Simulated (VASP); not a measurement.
Band structure of BeTe (zinc blende). All values below come from rev-vdW-DF2, VASP's PBE PAW potentials (set 64) (plane waves; VASP 6.6.1).

Unless said otherwise, spin-orbit coupling is left out, though it shifts the bands of the heavy elements here.

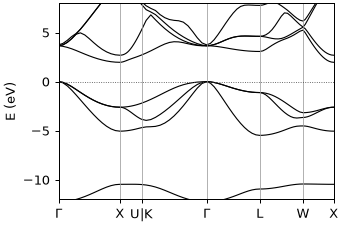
*Bands along high-symmetry lines, zero at the valence-band maximum or, without a gap, the Fermi level*

Q: Read the plot: is there a gap, and where are the band edges?

A: The gap is indirect, 1.98 eV, from the valence maximum at Γ to the conduction minimum at X. (Edges off the drawn lines would not show.)

Measured: gap 2.80 eV (computed value off by -0.82 eV), as given by Das et al., (2018), arXiv:1807.05623.

The compound is BeTe in the zinc blende structure. It was relaxed first.
